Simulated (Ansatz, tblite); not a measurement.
# C₁₀H₃₀Ge₄: spin states and exact exchange

Aim: set other spin states of C₁₀H₃₀Ge₄ against its singlet, on many levels of theory.

Method: as each input shows; program: Ansatz 0.2.0, Gaussian basis.

Plan: triplet, at the geometry of the singlet (GFN1-xTB, GFN2-xTB, PBE0-D4/def2-TZVP, PBE-D4/def2-TZVP); the singlet's energies come from earlier runs.

## Step 1: The structure

The singlet was relaxed beforehand with PBE-D4/def2-SVP.

SMILES `[CH3][Ge]([CH3])([CH3])[Ge]([CH3])([CH3])[Ge]([CH3])([CH3])[Ge]([CH3])([CH3])[CH3]`, 44 atoms, charge 0, spin multiplicity 1.

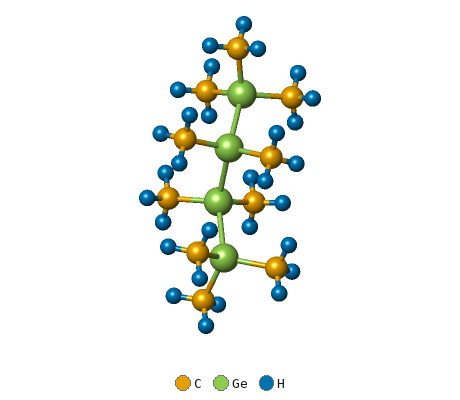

The structure; carbon amber, germanium green, hydrogen blue.

## Step 2: Triplet at the fixed geometry, GFN1-xTB

Tight binding, by tblite at 300 K electronic temperature and without a spin-polarisation term:

```python
tblite.interface.Calculator('GFN1-xTB', numbers, positions, charge=0, uhf=2).singlepoint()
```

Energy -1191.8858 eV; 0.11 s.

## Step 3: Triplet at the fixed geometry, GFN2-xTB

Tight binding, by tblite at 300 K electronic temperature and without a spin-polarisation term:

```python
tblite.interface.Calculator('GFN2-xTB', numbers, positions, charge=0, uhf=2).singlepoint()
```

Energy -1202.7041 eV; 0.058 s.

## Step 4: Triplet at the fixed geometry, PBE0-D4/def2-TZVP

Input file in.yaml:

```yaml
crystal:
  periodic: [false, false, false]
  atoms:
    - {symbol: C, position_ang: [4.394159, -0.004162, -1.551437]}
    - {symbol: Ge, position_ang: [3.068240, 0.168114, -0.090273]}
    - {symbol: C, position_ang: [3.411280, -1.255992, 1.242858]}
    - {symbol: C, position_ang: [3.318961, 1.924055, 0.788870]}
    - {symbol: Ge, position_ang: [0.788861, -0.015886, -0.955697]}
    - {symbol: C, position_ang: [0.309041, 1.645316, -1.937172]}
    - {symbol: C, position_ang: [0.666850, -1.530327, -2.236652]}
    - {symbol: Ge, position_ang: [-0.788063, -0.383659, 0.876906]}
    - {symbol: C, position_ang: [-0.315338, 0.779038, 2.418893]}
    - {symbol: C, position_ang: [-0.657355, -2.271965, 1.482265]}
    - {symbol: Ge, position_ang: [-3.068965, 0.105971, 0.144733]}
    - {symbol: C, position_ang: [-3.406563, -0.705622, -1.630186]}
    - {symbol: C, position_ang: [-4.393279, -0.614534, 1.429177]}
    - {symbol: C, position_ang: [-3.327837, 2.063241, -0.000808]}
    - {symbol: H, position_ang: [4.249205, 0.793137, -2.307358]}
    - {symbol: H, position_ang: [5.424656, 0.078195, -1.149282]}
    - {symbol: H, position_ang: [4.292793, -0.985217, -2.056663]}
    - {symbol: H, position_ang: [4.452294, -1.190624, 1.619986]}
    - {symbol: H, position_ang: [2.721688, -1.157075, 2.104922]}
    - {symbol: H, position_ang: [3.264696, -2.258961, 0.794619]}
    - {symbol: H, position_ang: [3.154227, 2.748562, 0.066900]}
    - {symbol: H, position_ang: [2.604479, 2.047784, 1.626659]}
    - {symbol: H, position_ang: [4.349255, 2.011694, 1.190227]}
    - {symbol: H, position_ang: [1.027904, 1.832362, -2.760172]}
    - {symbol: H, position_ang: [-0.705909, 1.553487, -2.373977]}
    - {symbol: H, position_ang: [0.319792, 2.519826, -1.257014]}
    - {symbol: H, position_ang: [1.363847, -1.375205, -3.084750]}
    - {symbol: H, position_ang: [-0.363225, -1.614349, -2.637400]}
    - {symbol: H, position_ang: [0.927593, -2.485189, -1.739099]}
    - {symbol: H, position_ang: [-0.332014, 1.847015, 2.124534]}
    - {symbol: H, position_ang: [-1.033732, 0.633318, 3.250609]}
    - {symbol: H, position_ang: [0.700873, 0.533013, 2.787861]}
    - {symbol: H, position_ang: [0.373664, -2.497815, 1.820946]}
    - {symbol: H, position_ang: [-0.914483, -2.965563, 0.657575]}
    - {symbol: H, position_ang: [-1.353833, -2.455888, 2.325017]}
    - {symbol: H, position_ang: [-4.447924, -0.505872, -1.955565]}
    - {symbol: H, position_ang: [-2.717573, -0.283667, -2.388949]}
    - {symbol: H, position_ang: [-3.255692, -1.803105, -1.596731]}
    - {symbol: H, position_ang: [-5.424343, -0.390122, 1.087147]}
    - {symbol: H, position_ang: [-4.251619, -0.163597, 2.431525]}
    - {symbol: H, position_ang: [-4.287163, -1.713516, 1.523885]}
    - {symbol: H, position_ang: [-2.614944, 2.499255, -0.728371]}
    - {symbol: H, position_ang: [-4.358998, 2.292558, -0.339035]}
    - {symbol: H, position_ang: [-3.165513, 2.551998, 0.980496]}
basis:
  gaussian: {orbitals: def2-TZVP, fitting: {mean_field: def2-universal-jkfit}}
magnetization: {spin_polarized: true, initial_magnetization: 2}
hamiltonian: {xc: pbe0, dispersion: d4}
scf: {omitted_lower_state_checks: [starts]}
output: {orbitals: {seedname: orbitals}}
```

Started as:

```
ansatz run in.yaml --threads 2 --pin off --events-out ev --progress --plain --max-ram 32768MiB --backend cuda --devices 0, --max-vram 18GiB
```

The log of the run:

```text
Functional definition: PBE0
  name "PBE0"
  cite "Adamo & Barone, J. Chem. Phys. 110, 6158 (1999) doi:10.1063/1.478522"
  cite "Perdew, Burke & Ernzerhof, Phys. Rev. Lett. 77, 3865 (1996) doi:10.1103/PhysRevLett.77.3865"
  parent pbe
  parameter a = 0.25
  parameter kappa = 0.804
  parameter beta = 0.06672455060314922
  exchange = (1 - a)*pbe_x(kappa = kappa, mu = beta*pi^2/3) + a*exact_x
  correlation = pbe_c(beta = beta)
these checks for a lower state are left out or cut short: starts
2354 factors; integrals over basis functions are off by at most 3.7e-1 eV
mean field evaluation 1: about -236848.0643 eV, gradient 1.0e2 eV
mean field evaluation 2: about -236815.8732 eV, gradient 1.2e2 eV
mean field evaluation 4: about -236892.8161 eV, gradient 8.6e0 eV
mean field evaluation 8: about -236893.1644 eV, gradient 2.4e-1 eV
mean field evaluation 16: about -236893.1656 eV, gradient 1.8e-2 eV
mean field evaluation 32: about -236893.4636 eV, gradient 1.2e-5 eV
mean field -236893.46363087 eV, -8705.6742162776 hartree, gradient 1.2e-5 eV, S^2 2.005182; 0 other end points of the search recorded, 0 dependent functions left out
reference -236893.46369734 eV, -8705.6742187205 hartree; 110, 108 occupied and 572, 574 virtual orbitals, 2354 factors
Total energy: -236894.71406167 eV, -8705.7201687619 hartree
Checks for a lower state left out: starts
```

Run time: 20 s. Hardware: 1 × H100 (card shared with other runs) with 2 threads of AMD EPYC 7R13, shared host; peak host memory 1.3 GiB.

Report: HOMO -1.36 eV, LUMO -4.67 eV (over both spins; with the spin held, an empty level of the minority spin lies below the top filled one); ⟨S²⟩ 2.005 (pure: 2.00).

## Step 5: Triplet at the fixed geometry, PBE-D4/def2-TZVP

start.molden holds the orbitals of an earlier run on this state, given as this run's starting guess.

Edit in.yaml of step 4 so:

```diff
@@ -48,5 +48,5 @@
 basis:
-  gaussian: {orbitals: def2-TZVP, fitting: {mean_field: def2-universal-jkfit}}
+  gaussian: {orbitals: def2-TZVP, fitting: {mean_field: def2-universal-jkfit}, initial_orbitals: start.molden}
 magnetization: {spin_polarized: true, initial_magnetization: 2}
-hamiltonian: {xc: pbe0, dispersion: d4}
+hamiltonian: {xc: pbe, dispersion: d4}
 scf: {omitted_lower_state_checks: [starts]}
```

Launched as before.

The log of the run:

```text
Functional definition: PBE
  name "PBE"
  cite "Perdew, Burke & Ernzerhof, Phys. Rev. Lett. 77, 3865 (1996) doi:10.1103/PhysRevLett.77.3865"
  parent pbe
  parameter kappa = 0.804
  parameter beta = 0.06672455060314922
  exchange = pbe_x(kappa = kappa, mu = beta*pi^2/3)
  correlation = pbe_c(beta = beta)
these checks for a lower state are left out or cut short: starts
2354 factors; integrals over basis functions are off by at most 3.7e-1 eV
mean field evaluation 1: about -236885.1051 eV, gradient 1.4e1 eV
mean field evaluation 2: about -236885.5270 eV, gradient 5.4e-1 eV
mean field evaluation 4: about -236885.5094 eV, gradient 2.4e-2 eV
mean field evaluation 8: about -236885.5094 eV, gradient 2.0e-5 eV
mean field -236885.50939621 eV, -8705.3819035455 hartree, gradient 3.1e-6 eV, S^2 2.003220; 0 other end points of the search recorded, 0 dependent functions left out
reference -236885.50948523 eV, -8705.3819068168 hartree; 110, 108 occupied and 572, 574 virtual orbitals, 2354 factors
Total energy: -236886.91093091 eV, -8705.4334089957 hartree
Checks for a lower state left out: starts
```

It took 15 s on 1 × H100 (card shared with other runs) with 2 threads of AMD EPYC 7R13, shared host; peak host memory 1.3 GiB.

From the report: HOMO -0.87 eV, LUMO -5.20 eV (over both spins; with the spin held, an empty level of the minority spin lies below the top filled one); ⟨S²⟩ 2.003 (pure: 2.00).

## Step 6: Triplet less singlet, vertical

The singlet's energies are those of its earlier runs, whose logs aren't repeated here.

| level | triplet less singlet, vertical (eV) | time |
| --- | --- | --- |
| GFN1-xTB | +4.732 | 0.21 s |
| GFN2-xTB | +5.252 | 0.12 s |
| PBE-D4/def2-TZVP | +4.578 | 19 s |
| PBE0-D4/def2-TZVP | +4.948 | 26 s |

Times add the two runs; a level without a time comes out of a correlated run. Tight binding without a spin term can't rank spin states.

## Step 7: Results

| quantity | value |
| --- | --- |
| triplet less singlet, vertical, functionals in def2-TZVP | +4.578 (PBE-D4) to +4.948 eV (PBE0-D4) |

What this shows: All functionals put the triplet above the singlet, over a spread of 0.370 eV. The checks for a lower triplet were left out, so another state of that spin may lie lower. These are electronic energies, without zero-point motion, entropy or surroundings.
